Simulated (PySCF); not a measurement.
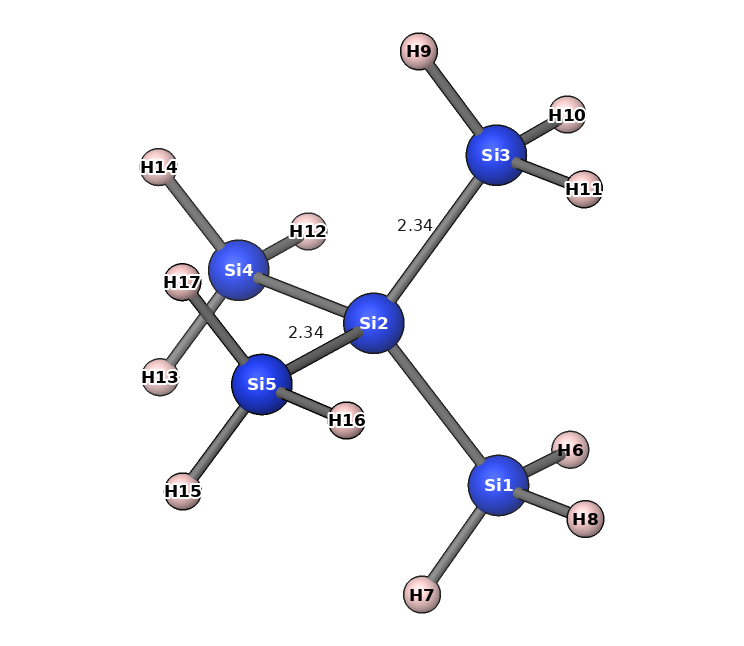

Bond lengths are marked in Å; every bond is drawn as one stick. The geometry was computed by an optimisation with PBE0-D3(BJ)/def2-SVP. No frequency run is at hand to confirm it as a minimum.

> Assign a bond order to each marked bond.

Si2–Si3 single; Si2–Si5 single.

> Give the structure as SMILES.

[SiH3][Si]([SiH3])([SiH3])[SiH3]
